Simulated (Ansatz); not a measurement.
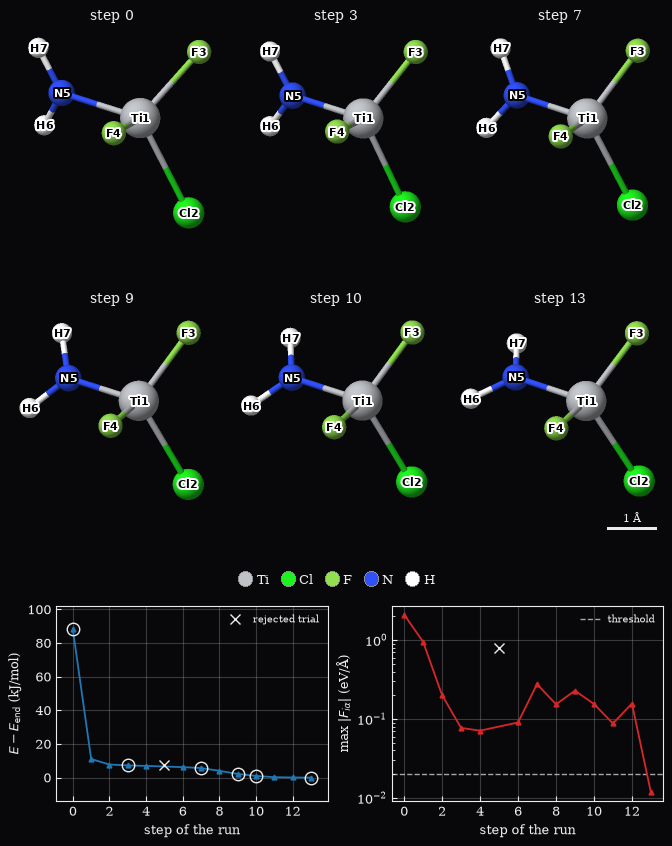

Frames of a relaxation of TiNH2ClF2, marked on the history of the run. The picture is a ball-and-stick view, seen from a free direction.

The run prepares the start of a later molecular dynamics calculation, from a guessed geometry.

Theory: Ansatz, RKS PBE-D4/def2-SVP. (no spin polarisation; force threshold 0.02 eV/Å; at most 40 steps)

What happens along the run?

Answer. H7 moves most after the best rigid fit: 1.05 Å. By element the largest moves are H 1.05 Å, F 0.34 Å, Cl 0.33 Å, N 0.17 Å, Ti 0.04 Å. Some distances before and after: Ti1–N5 2.059 → 1.854 Å, Ti1–Cl2 2.370 → 2.218 Å, Ti1–F3 1.830 → 1.749 Å, N5–H6 1.060 → 1.027 Å. Among the angles between lasting bonds that change: H6–N5–H7 120.0° → 110.7°, F3–Ti1–F4 109.5° → 114.5°, Ti1–N5–H6 120.0° → 124.6°. Groups turn about Ti1–N5 by about 80°. The energy falls by 88.1 kJ/mol in 12 accepted moves (13 points after the start). Largest force component: 2.1 eV/Å at the start, 0.012 eV/Å at the end. The line search rejected the trial step at point 5 of the run. From step 0 to 3: Cl2 moves most (0.20 Å), energy −80.9 kJ/mol. From step 3 to 7: H atoms move most (0.24 Å), energy −1.58 kJ/mol. From step 7 to 9: H atoms move most (0.34 Å), energy −3.51 kJ/mol. From step 9 to 10: H7 moves most (0.20 Å), energy −1.19 kJ/mol. From step 10 to 13: H6 moves most (0.22 Å), energy −0.99 kJ/mol.

```csv
step,"E − E(0), kJ/mol","largest force component, eV/Å",note
0,0.00,2.1079,
1,-77.09,0.9506,
2,-80.39,0.2006,
3,-80.88,0.0773,
4,-81.20,0.0713,
5,-80.58,0.7863,rejected
6,-81.90,0.0905,
7,-82.46,0.2773,
8,-84.11,0.1538,
9,-85.97,0.2290,
10,-87.15,0.1552,
11,-87.88,0.0879,
12,-88.04,0.1573,
13,-88.14,0.0118,
```
